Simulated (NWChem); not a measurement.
# AlBrF (SMILES [F][Al][Br]): levels of theory compared

Aim: a comparison of 6 runs (UHF/STO-3G, UHF/3-21G, UHF/pcseg-1, UB3LYP/6-31G*, USVWN5/def2-SVP, UPBE0/pcseg-2) of AlBrF. 

Program for the calculation: NWChem 7.3.0.

## (1) The system as given

The species is AlBrF (3 atoms), meant as a doublet with charge 0. SMILES: `[F][Al][Br]`. Geometry: relaxed at PBE0-D4/def2-TZVP.

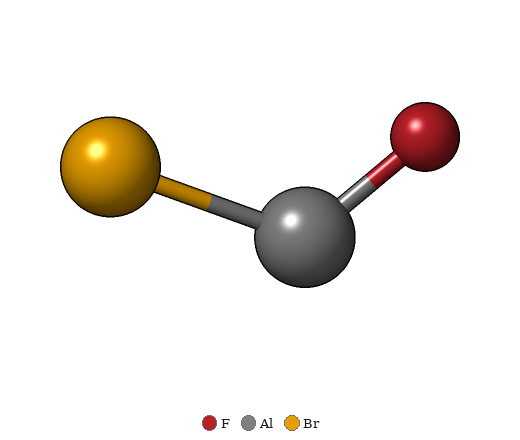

Viewed from a chosen angle; fluorine red, aluminium grey, bromine amber.

## (2) Energy and forces at UHF/STO-3G (run 1)

Contents of run.py:

```python
from ase import Atoms
from ase.calculators.nwchem import NWChem

system = Atoms(['F', 'Al', 'Br'], positions=[
    [-1.120000, 1.016600, -0.510500],
    [-0.440000, -0.468200, -0.288800],
    [1.549000, -0.613200, 0.786200],
])

calc = NWChem(
    label='struct',
    theory='scf',
    memory='2200 mb',
    basis='STO-3G',
    basispar='spherical bse',
    scf={'nopen': '1', 'uhf': None, 'thresh': '1e-08', 'maxiter': '80', 'print': 'low'},
)
system.calc = calc

forces = system.get_forces()
print("Total energy (eV):", round(system.get_potential_energy(), 6))
print("forces (eV/A):")
for s, f in zip(system.symbols, forces):
    print(f"{s:2s} {f[0]:10.5f} {f[1]:10.5f} {f[2]:10.5f}")
```

The run is started by

```bash
$ export ASE_NWCHEM_COMMAND="nwchem PREFIX.nwi > PREFIX.nwo"
$ python run.py
```

Standard output:

```text
Total energy (eV): -78417.308514
forces (eV/A):
F     0.80640   -0.89875    0.35049
Al   -0.16486    0.55726   -0.03373
Br   -0.64149    0.34149   -0.31676
```

The calculator wrote struct.nwi:

```
title "struct"

permanent_dir struct

scratch_dir struct

start struct

geometry units angstrom nocenter noautosym noautoz
  F  -1.1200000000000001e+00 1.0165999999999999e+00 -5.1049999999999995e-01
  Al -4.4000000000000000e-01 -4.6820000000000001e-01 -2.8880000000000000e-01
  Br 1.5489999999999999e+00 -6.1319999999999997e-01 7.8620000000000001e-01
end

memory 2200 mb

basis spherical bse noprint
   * library STO-3G
end

scf
  nopen 1
  uhf
  thresh 1e-08
  maxiter 80
  print low
end

task scf gradient
```

struct.nwo:

```text
Northwest Computational Chemistry Package (NWChem) 7.3.0
             --------------------------------------------------------

           Job information
           ---------------

    nwchem branch   = 7.3.0
    use scalapack   = T
    input           = struct.nwi
    prefix          = struct.
    data base       = struct/struct.db
    status          = startup
    nproc           =        1

           Memory information
           ------------------

[... 5 lines left out ...]
    hardfail = no
[... 92 lines left out ...]
       Final UHF  results
[... 3 lines left out ...]
      One electron energy =  -4425.291322928739
[... 1 line left out ...]
 Nuclear repulsion energy =    193.080931504638
[... 5 lines left out ...]
        Time for solution =      1.5s

                              NWChem Gradients Module
                              -----------------------

                         UHF ENERGY GRADIENTS

    atom               coordinates                        gradient
                 x          y          z           x          y          z
   1 F      -2.116493   1.921095  -0.964705   -0.015682   0.017478  -0.006816
   2 Al     -0.831479  -0.884770  -0.545753    0.003206  -0.010837   0.000656
   3 Br      2.927186  -1.158780   1.485703    0.012475  -0.006641   0.006160

 Task  times  cpu:        2.3s     wall:        2.3s
 Total times  cpu:        2.3s     wall:        2.3s
```

It took 3.3 s on 1 thread of Intel Xeon Platinum 8488C (Sapphire Rapids), shared host; peak memory 0.098 GiB.

## (3) Energy and forces at UHF/3-21G (run 2)

Contents of work.nw:

```
start work
title "AlBrF"
memory stack 880 mb heap 220 mb global 1100 mb

geometry units angstroms noautosym nocenter noautoz
  F       -1.120000       1.016600      -0.510500
  Al      -0.440000      -0.468200      -0.288800
  Br       1.549000      -0.613200       0.786200
end

basis spherical bse
  * library 3-21G
end

scf
  doublet
  uhf
  thresh 1e-08
  maxiter 80
end

task scf gradient
```

The run is started by

```bash
$ nwchem work.nw > work.out
```

Standard output:

```text
[...]
  functions       =    44
[...]
  wavefunction    = UHF
[...]
         Total SCF energy =  -2899.648094276015
      One electron energy =  -4430.625503486866
      Two electron energy =   1337.896477706213
 Nuclear repulsion energy =    193.080931504638
                       Sz =      0.5000
                 Sz(Sz+1) =      0.7500
                      S^2 =      0.7539
[...]
                         UHF ENERGY GRADIENTS
    atom               coordinates                        gradient
                 x          y          z           x          y          z
   1 F      -2.116493   1.921095  -0.964705    0.001286  -0.004803   0.000217
   2 Al     -0.831479  -0.884770  -0.545753    0.017960   0.004082   0.010255
   3 Br      2.927186  -1.158780   1.485703   -0.019246   0.000721  -0.010471
[...]
```

Run time: 3.3 s. Hardware: 1 thread of Intel Xeon Platinum 8488C (Sapphire Rapids), shared host; peak memory 0.098 GiB.

Runs 3 to 5 aren't shown in full; the table further down has their settings and results.

## (4) Energy and gradient at UPBE0/pcseg-2 (run 6)

Contents of test.xyz:

```xyz
3
AlBrF PBE0
F     -1.120000     1.016600    -0.510500
Al    -0.440000    -0.468200    -0.288800
Br     1.549000    -0.613200     0.786200
```

Contents of run.py:

```python
from ase.io import read
from ase.calculators.nwchem import NWChem

molecule = read('test.xyz')

calc = NWChem(
    label='test',
    theory='dft',
    memory='2200 mb',
    basis='pcseg-2',
    basispar='spherical bse',
    dft={'xc': 'pbe0', 'mult': '2', 'grid': 'fine', 'convergence': 'energy 1e-08', 'iterations': '100', 'mulliken': None},
)
molecule.calc = calc

forces = molecule.get_forces()
print("Total energy (eV):", round(molecule.get_potential_energy(), 6))
print("forces (eV/A):")
for s, f in zip(molecule.symbols, forces):
    print(f"{s:2s} {f[0]:10.5f} {f[1]:10.5f} {f[2]:10.5f}")
```

The run is started by

```bash
$ export ASE_NWCHEM_COMMAND="nwchem PREFIX.nwi > PREFIX.nwo"
$ python run.py
```

Standard output:

```text
Total energy (eV): -79351.753265
forces (eV/A):
F     0.04165   -0.08721    0.01399
Al   -0.00509    0.08320    0.00566
Br   -0.03661    0.00401   -0.01964
```

The calculator wrote test.nwi:

```
title "test"

permanent_dir test

scratch_dir test

start test

geometry units angstrom nocenter noautosym noautoz
  F  -1.1200000000000001e+00 1.0165999999999999e+00 -5.1049999999999995e-01
  Al -4.4000000000000000e-01 -4.6820000000000001e-01 -2.8880000000000000e-01
  Br 1.5489999999999999e+00 -6.1319999999999997e-01 7.8620000000000001e-01
end

memory 2200 mb

basis spherical bse noprint
   * library pcseg-2
end

dft
  xc pbe0
  mult 2
  grid fine
  convergence energy 1e-08
  iterations 100
  mulliken
end

task dft gradient
```

test.nwo:

```text
Northwest Computational Chemistry Package (NWChem) 7.3.0
             --------------------------------------------------------

           Job information
           ---------------

    nwchem branch   = 7.3.0
    use scalapack   = T
    input           = test.nwi
    prefix          = test.
    data base       = test/test.db
    status          = startup
    nproc           =        1

           Memory information
           ------------------

[... 5 lines left out ...]
    hardfail = no
[... 104 lines left out ...]
          Convergence on energy requested:  1.00D-08
[... 28 lines left out ...]
          total energy or number of iterations.
[... 78 lines left out ...]
      One electron energy =    -4445.606838455981
[... 1674 lines left out ...]
          Convergence on energy requested:  1.00D-08
[... 28 lines left out ...]
          total energy or number of iterations.
[... 34 lines left out ...]
                 ----------------------------------------
                 |  Time  |  1-e(secs)   |  2-e(secs)   |
                 ----------------------------------------
                 |  CPU   |       0.01   |      19.58   |
                 ----------------------------------------
                 |  WALL  |       0.01   |      19.58   |
                 ----------------------------------------

 Task  times  cpu:       65.2s     wall:       65.2s
 Total times  cpu:       65.2s     wall:       65.2s
```

Run time: 66 s. Hardware: 1 thread of Intel Xeon Platinum 8488C (Sapphire Rapids), shared host; peak memory 0.14 GiB.

## (5) All runs side by side

```tsv
run	level	iteration cap	module	energy (Eh)	⟨S²⟩	largest force (eV/Å)	wall time
1	UHF/STO-3G	80	scf	-2881.782958	0.756	1.257	3.3 s
2	UHF/3-21G	80	scf	-2899.648094	0.754	1.127	3.3 s
3	UHF/pcseg-1	80	scf	-2913.509859	0.753	0.350	23 s
4	UB3LYP/6-31G* (spherical functions)	100	dft	-2916.245132	0.751	0.350	24 s
5	USVWN5/def2-SVP	100	dft	-2910.829307	0.751	0.487	9 s
6	UPBE0/pcseg-2	100	dft	-2916.123170	0.752	0.098	66 s
```

## (6) Outcome

| quantity | value |
| --- | --- |
| run 6: total energy | -2916.12317 Eh |
| run 6: dipole moment | 1.76 D |
| run 6: HOMO energy (highest over α and β) | -6.81 eV |
| run 6: LUMO energy (lowest over α and β) | -3.42 eV |
| run 6: ⟨S²⟩ | 0.752 |
| run 6: largest force on an atom | 0.098 eV/Å |

What this shows: Over runs 2, 3, 4, 5, 6 the dipole moment (its size) runs from 1.43 D (USVWN5/def2-SVP) to 2.59 D (UHF/3-21G). The two ends differ in method and basis. Totals of different functionals can't be ranked against each other. In run 1 the basis is minimal, so the values are rough. All runs together took 2.2 min, the longest 66 s.
